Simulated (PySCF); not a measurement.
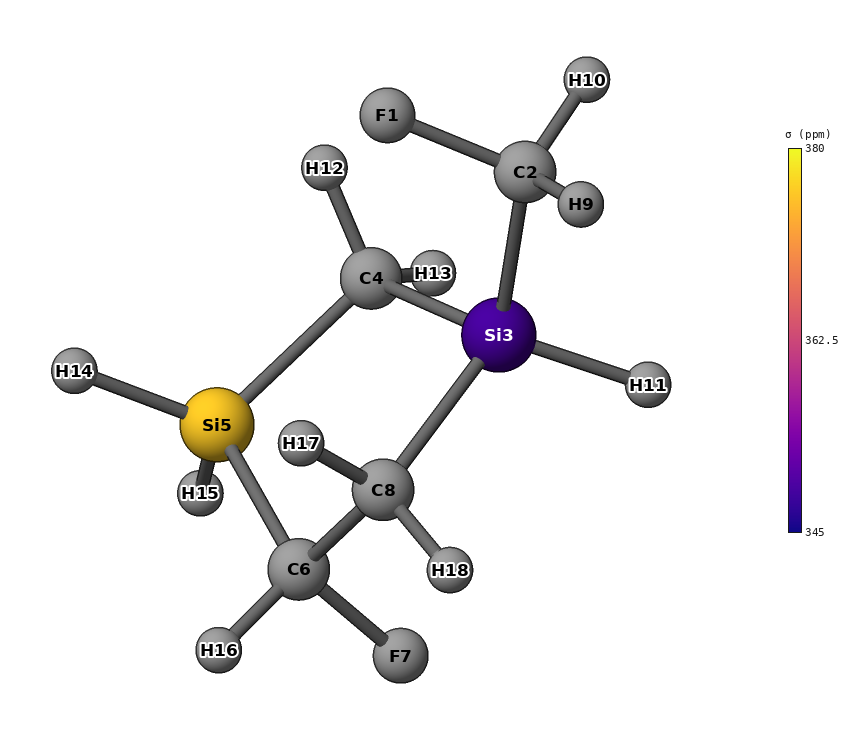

Atoms are coloured by their isotropic NMR shieldings (Si only, the others grey). The computed structure is the end point of a GFN2-xTB optimisation. No frequency run is at hand to confirm it as a minimum. Properties computed with GIAO PBE0/pcSseg-1 NMR shielding, non-relativistic, gas phase (PySCF 2.14.0).

Give the isotropic NMR shieldings of the Si atoms atom by atom.

| atom | σ (ppm) |
| --- | --- |
| Si3 | 349.2 |
| Si5 | 376.1 |

The geometry is semi-empirical. Around Si such bond lengths and angles can be off by a tenth of an ångström or more and by several degrees, and values that hang on the shape move with them.
